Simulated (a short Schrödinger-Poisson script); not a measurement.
Stack: symmetric double-gate stack, Si3N4 on p-type Si(100), at 77 K.

```
layer  material  thickness (nm)  Na (cm⁻³)
-----  --------  --------------  ---------
1         Si3N4             6.2          -
2            Si               2       9e15
3         Si3N4             6.2          -
```

The device is made up for the run: typed textbook-type constants, with dimensions and the other settings drawn at random. Si3N4: permittivity 7.5, conduction-band edge (eV) 1.95, gap (eV) 5.1, electron mass (mₑ) 0.5. Si: permittivity 11.7, conduction-band edge (eV) 0, gap (eV) 1.124, Nv at 300 K (cm⁻³) 3.1e19.

Channel valleys (confinement mass, in-plane density-of-states mass, number): Δ2 0.916, 0.19, 2; Δ4 0.19, 0.417, 4. At the gates, both at one voltage, the conduction-band edge of layer 1 lies 2.29 eV − eVg above the Fermi level of the channel. Gaps are held at their typed values at every temperature. Mesh 0.03 nm at interfaces.

Solved with a short Schrödinger-Poisson script written for these runs: 1D Poisson equation in equilibrium, electrons quantum, Hartree (BenDaniel-Duke, 12 states a valley, the channel's in-plane mass for all, wave functions ending at the dielectric), parabolic valleys, classical holes, full ionisation, no traps, pinning or gate leakage.

Only gate voltages with over 1e8 electrons/cm² are shown.

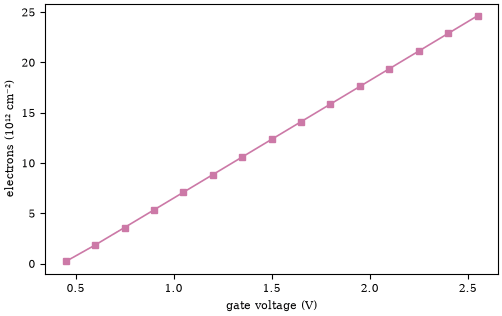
Sheet density against gate voltage

| Vg (V) | electrons (cm⁻²) | C (μF/cm²) | Δ2 E0 (meV) | Δ2 E1 (meV) | Δ4 E0 (meV) | Δ4 E1 (meV) |
|---|---|---|---|---|---|---|
| 0.45 | 2.15e11 | 1.42 | 9.8 | 317.2 | 401.9 | - |
| 0.75 | 3.59e12 | 1.87 | -22.4 | 281.6 | 369.7 | - |
| 1.05 | 7.09e12 | 1.87 | -44.7 | 256.0 | 347.4 | - |
| 1.35 | 1.06e13 | 1.87 | -66.8 | 230.5 | 325.4 | - |
| 1.65 | 1.41e13 | 1.87 | -88.9 | 205.1 | 303.4 | - |
| 1.95 | 1.76e13 | 1.87 | -111.0 | 179.8 | 281.4 | - |
| 2.25 | 2.11e13 | 1.87 | -133.1 | - | - | - |
| 2.55 | 2.46e13 | 1.87 | - | - | - | - |

Subbands count from the Fermi level; a dash marks a level above the dielectric's band edge. The capacitance is that of both gates.
